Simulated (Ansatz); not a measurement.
**Sc3SnB (Pm-3m): from the cell to its phonons**

Wanted: vibrations and spectra of Sc3SnB (Pm-3m); the cell is already relaxed. After the zone centre comes a 4×4×4 q mesh on a 8×8×8 k mesh.

Main program and level: Ansatz 0.2.0; DFT PBEsol, scalar-relativistic, plane waves, PAW; PAW set soft_1.

## (1) Set-up

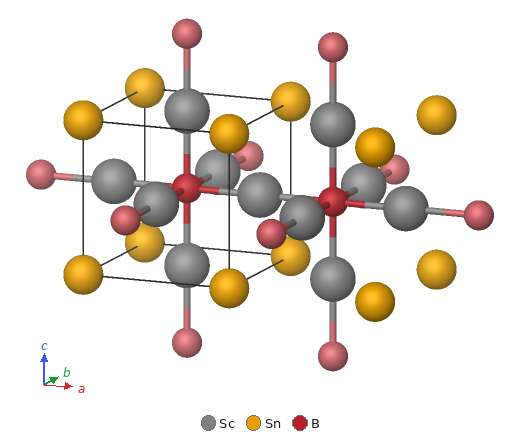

The starting structure, seen slightly off an axis (scandium grey, tin orange, boron red). 2×1×1 cells are drawn. Some periodic images of atoms are drawn too.

## (2) Linear response at the zone centre

The cell comes from relaxations at this level that are not shown. The zone centre comes first: it holds the modes that light can see, as far as symmetry allows. No field response is asked, since the mesh shows no gap.

input.yaml

```yaml
crystal:
  lattice:
    - [4.602466756, 0.0, 0.0]
    - [0.0, 4.602466756, 0.0]
    - [0.0, 0.0, 4.602466756]
  atoms:
    - { symbol: Sc, position: [0.0, 0.5, 0.5] }
    - { symbol: Sc, position: [0.5, 0.0, 0.5] }
    - { symbol: Sc, position: [0.5, 0.5, 0.0] }
    - { symbol: Sn, position: [0.0, 0.0, 0.0] }
    - { symbol: B, position: [0.5, 0.5, 0.5] }
kpoints:
  mp_grid: { grid: [8, 8, 8] }
hamiltonian:
  xc: pbesol
  pseudopotentials: { kind: paw, azcp: { folder: soft_1 }, xc_functional: pbe }
scf:
  occupations: { method: methfessel_paxton, width: 0.2 }
output:
  eigenvalues: true
phonons:
  method: dfpt
```

On the command line:

```
ansatz run input.yaml --threads 4 --pin off --max-ram 10240MiB --backend cpu --events-out ev --progress --plain --runs-dir out
```

Numbers of over 12 decimals in the logs are rounded to 6 here.

Log:

```text
zone centre: on kpoints.mp_grid the ground state, and the responses unless they are solved on pairs of k-points, stand on 125 of the mesh's 512 k-points, reduced under 8 symmetry operations, with k and −k counted as one. Each operation leaves every solved displacement unchanged or reverses it
Engine: ansatz 0.2.0, aarch64-unknown-linux-gnu
Pseudopotentials: kind: paw
Pseudopotential: Sc, paw, valence charge 11, recommended cutoff 420 eV (normal), soft_1/Sc.paw.azcp
Pseudopotential: Sn, paw, valence charge 14, recommended cutoff 420 eV (normal), soft_1/Sn.paw.azcp
Pseudopotential: B, paw, valence charge 3, recommended cutoff 420 eV (normal), soft_1/B.paw.azcp
Functional definition: PBEsol
  exchange = pbesol_x
  correlation = pbesol_c
Crystal: 5 atoms, lattice volume = 97.493 Å³
Basis set: ecut = 420 eV, 1935 PW (Γ), exchange–correlation on 64×64×64 points (8 copies of the dense FFT grid, shifted against one another)
Bands: 30, of which v1, the nominal top of the filled ones, is band 25 counted from 1 (24 counted from 0)
Symmetry: 48 space group operations
k-points: 125 of 512 (irreducible under 8 space group operations)
Non-local potential: Sc, projectors of the file, l = 0: 3, l = 1: 2, l = 2: 3, l = 3: 1
Non-local potential: Sn, projectors of the file, l = 0: 2, l = 1: 2, l = 2: 2, l = 3: 1
Non-local potential: B, projectors of the file, l = 0: 2, l = 1: 2, l = 2: 1
PAW form: soft (Blöchl's): semilocal exchange-correlation on the pseudo side does not see the compensation charge
PAW frozen core: Sc, regenerated for the run's functional, and the local potential with it (the file was generated under x = pbe(κ = 0.804, μ = 0.219515), c = pbe(β = 0.066725))
PAW frozen core: Sn, regenerated for the run's functional, and the local potential with it (the file was generated under x = pbe(κ = 0.804, μ = 0.219515), c = pbe(β = 0.066725))
PAW frozen core: B, regenerated for the run's functional, and the local potential with it (the file was generated under x = pbe(κ = 0.804, μ = 0.219515), c = pbe(β = 0.066725))
PAW one-centre angular grid: Sc, 590 points (default); XC on 64 Gauss nodes
PAW one-centre angular grid: Sn, 590 points (default); XC on 64 Gauss nodes
PAW one-centre angular grid: B, 110 points (default); XC on 64 Gauss nodes
Initial density: superposition of atomic densities (chi_scale 0.1, normalization cell, long waves kept (reshape's long-wave potential 0.00 eV rms))
Initial wavefunctions: pseudopotential atomic-orbital guess
Functional: x = pbesol(κ = 0.804, μ = 0.123457), c = pbesol(β = 0.046)
SCF iter   1: F=—  HF=-12444.782309 eV  |F-HF|=—  |Δ(HF+E_count)|=         —  Δρ=7.99e-2  dr2=1.86e1  ethr=3.10e-3  ⟨swp⟩=5.1  Hψ=15250  notcnv=0
preconditioner: auto → Kerker (q_TF=auto, 2.441 Å⁻¹)  [metal: Δε(μ)=0.056 eV  Ē_g=9.935 eV  σ=0.200 eV  W_gap=0.23  n_scr=26 (ndim 8)  ℏωp=19.2 eV  f_vac=0.000  D(μ)=1.35/eV (n_scr^D=6)]
SCF iter   2: F=—  HF=-12441.126685 eV  |F-HF|=—  |Δ(HF+E_count)|=    3.66e0  S|Δr|=    0.00e0  Δρ=3.61e-2  dr2=4.75e0  ethr=3.10e-3  ⟨swp⟩=2.4  Hψ=7046  notcnv=0  defer=37
SCF iter   3: F=—  HF=-12439.927160 eV  |F-HF|=—  |Δ(HF+E_count)|=    1.20e0  S|Δr|=    0.00e0  Δρ=1.18e-2  dr2=3.51e-1  ethr=3.10e-3  ⟨swp⟩=2.4  Hψ=6383  notcnv=0  defer=34
SCF iter   4: F=—  HF=-12439.831096 eV  |F-HF|=—  |Δ(HF+E_count)|=   9.61e-2  S|Δr|=    0.00e0  Δρ=2.81e-3  dr2=1.08e-2  ethr=7.02e-4  ⟨swp⟩=2.0  Hψ=5285  notcnv=0  defer=34
SCF iter   5: F=—  HF=-12439.829123 eV  |F-HF|=—  |Δ(HF+E_count)|=   1.97e-3  S|Δr|=    0.00e0  Δρ=8.72e-4  dr2=9.42e-4  ethr=2.17e-5  ⟨swp⟩=2.9  Hψ=7011  notcnv=0  defer=34
SCF iter   6: F=—  HF=-12439.828909 eV  |F-HF|=—  |Δ(HF+E_count)|=   2.14e-4  S|Δr|=    0.00e0  Δρ=2.94e-4  dr2=1.15e-4  ethr=1.88e-6  ⟨swp⟩=2.0  Hψ=5340  notcnv=0  defer=34
SCF iter   7: F=—  HF=-12439.828865 eV  |F-HF|=—  |Δ(HF+E_count)|=   4.39e-5  S|Δr|=    0.00e0  Δρ=6.03e-5  dr2=3.35e-6  ethr=2.30e-7  ⟨swp⟩=2.0  Hψ=5338  notcnv=0  defer=34
SCF iter   8: F=—  HF=-12439.828866 eV  |F-HF|=—  |Δ(HF+E_count)|=   8.10e-7  S|Δr|=    0.00e0  Δρ=1.59e-5  dr2=2.33e-7  ethr=6.69e-9  ⟨swp⟩=2.0  Hψ=5390  notcnv=0  defer=34
SCF iter   9: F=—  HF=-12439.828866 eV  |F-HF|=—  |Δ(HF+E_count)|=   1.23e-8  S|Δr|=    0.00e0  Δρ=3.10e-6  dr2=9.95e-9  ethr=4.67e-10  ⟨swp⟩=2.3  Hψ=5324  notcnv=0  defer=34
SCF iter  10: F=—  HF=-12439.828866 eV  |F-HF|=—  |Δ(HF+E_count)|=  1.16e-10  S|Δr|=    0.00e0  Δρ=5.48e-7  dr2=3.06e-10  ethr=1.99e-11  ⟨swp⟩=2.0  Hψ=4399  notcnv=0  defer=34
SCF iter  11: F=-12439.828866 eV  HF=-12439.828866 eV  |F-HF|=9.09e-12  |Δ(HF+E_count)|=  6.18e-11  S|Δr|=    0.00e0  Δρ=6.57e-8  dr2=6.57e-12  ethr=1.00e-12  ⟨swp⟩=7.8  Hψ=20087  notcnv=0
SCF 1 converged in 11 iterations: F = -12439.828866 eV  dr2 = 6.57e-12
  greatest PAW one-centre occupation: 0.998 electrons in one spin orbital (limit 2), on the Sc atom at site 2 (counted from 0), in its partial waves of l = 0
DFPT response loops at Γ: preconditioner auto → Kerker (q_TF=auto, 2.441 Å⁻¹) (partly filled bands, converged f_vac=0.000); β = 1.00, the filter's whole step (`scf.mixing.beta` (0.50) is not read by the response loops under this deck's `scf.mixing.preconditioner`; to damp them name `kerker` or `kerker_dos`, under which they read `scf.mixing.beta`, and type it under 1.00, their step now; both keys bind the ground state too); Broyden in place of MSR1
SCF converged after 11 iterations
Stability not checked: this state was not tested for a lower state beside it, because cold or Methfessel-Paxton smearing, or corrected tetrahedra, fill the levels in a way that the test cannot read (fill_not_monotonic; see scf.lower_state_search)
Free energy (F): -12439.828866 eV
Harris-Foulkes:  -12439.828866 eV  (|F-HF|=9.09e-12)
Internal energy: -12439.830233 eV  (E = F + TS)
E sigma→0 (E₀):  -12439.829208 eV
Entropy (-TS):   0.001368 eV (0.274 meV/atom)
Fermi energy:    10.430720 eV
--- Per-component energies (eV) ---
  E_band       = -517.025236
  E_kinetic    = 840.659993
  E_local      = -3378.877027  (includes V_loc(G=0)·N_el)
  E_nonlocal   = 585.652889
  E_hartree    = 1358.070969
  E_xc         = -413.835462
  E_vxc        = -435.942138  (∫ρ·V_xc dr)
  E_paw        = -7272.447962  (= ΣΔE_a)
  E_vpaw       = -844.661346  (= ΣTr[D̂ρ^β])
  E_aug_tail   = 0.000418  (compensation charges beyond the density's cutoff)
  E_ewald      = -4159.740677
  E_core_change = 0.686626  (= ΣΔE_core)
  E_smearing   = 0.001368  (= −TS)
  E_closure    = -0.000000  (closes the sum)
  Σ components = -12439.828866   (vs F -12439.828866, Δ=0.00e0)
--- Band table (eV; the first three rows and the last of 125) ---
  k-point 0: bands = [... 21 lower, 9.6010, 9.8933, 9.8933, 10.4499, 10.4499, 10.4499, 12.9110, 12.9110, ... 1 higher]
  k-point 1: bands = [... 21 lower, 9.5596, 10.0061, 10.3462, 10.3462, 10.4241, 10.4949, 12.0171, 12.8019, ... 1 higher]
  k-point 2: bands = [... 21 lower, 9.4633, 10.1376, 10.1376, 10.3202, 10.3256, 10.6164, 11.4905, 12.6962, ... 1 higher]
  k-point 124: bands = [... 21 lower, 7.6009, 8.6137, 8.6137, 8.6137, 11.9561, 11.9561, 11.9561, 12.1309, ... 1 higher]
--- Phonons (Γ-DFPT): 4 representative perturbations + reference, on 125 of 512 k-points (Σ response iterations 13) ---
  k mesh reduced under 8 symmetry operations, with k and −k counted as one. Each operation leaves every solved displacement unchanged or reverses it
  ASR residual: 7.849e-5 → 0.000e0 eV/Å²; symmetrization residual: 3.265e-6 eV/Å²
  ASR residual per site (eV/Å²): 3.06e-6 3.06e-6 3.06e-6 7.85e-5 4.07e-7
  Γ frequencies (cm⁻¹): 0.00 0.00 0.00 126.78 126.78 126.78 167.50 167.50 167.50 238.20 238.20 238.20 488.32 488.32 488.32
  non-analytic LO–TO correction: not included (Born effective charges unavailable; polar crystals: no LO–TO splitting at Γ)
```

Wall time 43 s (4 threads of Arm Neoverse V2, shared host); peak memory 1.6 GiB.

Numbers from this step:

```
volume per atom                                         : 19.50 Å³
gap on the k-mesh                                       : 0 eV
sum-rule residual before enforcement                    : 7.85e-5 eV/Å²
point group                                             : m-3m
highest optical mode at the zone centre (no LO-TO term) : 488.3 cm⁻¹
lowest optical zone-centre mode                         : 126.8 cm⁻¹
```

Patterns of degenerate modes are one choice out of their space. Modes at Γ, with each element's share of the kinetic energy:

| mode | frequency (cm⁻¹) | symmetry | Sc % | Sn % | B % |
| --- | --- | --- | --- | --- | --- |
| 1 | 0.0 | acoustic | 51 | 45 | 4 |
| 2 | 0.0 | acoustic | 51 | 45 | 4 |
| 3 | 0.0 | acoustic | 51 | 45 | 4 |
| 4 | 126.8 | T1u | 42 | 55 | 3 |
| 5 | 126.8 | T1u | 42 | 55 | 3 |
| 6 | 126.8 | T1u | 42 | 55 | 3 |
| 7 | 167.5 | T2u | 100 | 0 | 0 |
| 8 | 167.5 | T2u | 100 | 0 | 0 |
| 9 | 167.5 | T2u | 100 | 0 | 0 |
| 10 | 238.2 | T1u | 93 | 0 | 7 |
| 11 | 238.2 | T1u | 93 | 0 | 7 |
| 12 | 238.2 | T1u | 93 | 0 | 7 |
| 13 | 488.3 | T1u | 14 | 0 | 86 |
| 14 | 488.3 | T1u | 14 | 0 | 86 |
| 15 | 488.3 | T1u | 14 | 0 | 86 |

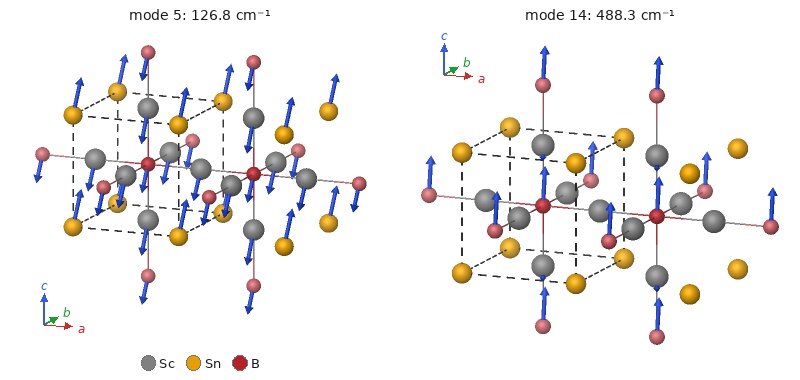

Displacement patterns of modes 5 and 14 at Γ; arrows are exaggerated. 2×1×1 cells are drawn. Some periodic images of atoms are drawn too.

Before it was imposed, the acoustic sum rule was missed by 7.8e-5 eV/Å². Small misses are needed for a sound result but don't prove that mesh and cutoff are converged. The lowest optical mode is real, 127 cm⁻¹.

(Part 1 of 2 ends here.)

[Logs are printed without paths, hosts, clocks, repeated set-up lines and the standing remarks that a program may print on its own settings, such as how far it seeks lower states.]

[Hosts, paths, dates, database ids (printed as entryN), source tags and the programs' standing remarks are cut or masked in the printed files.]
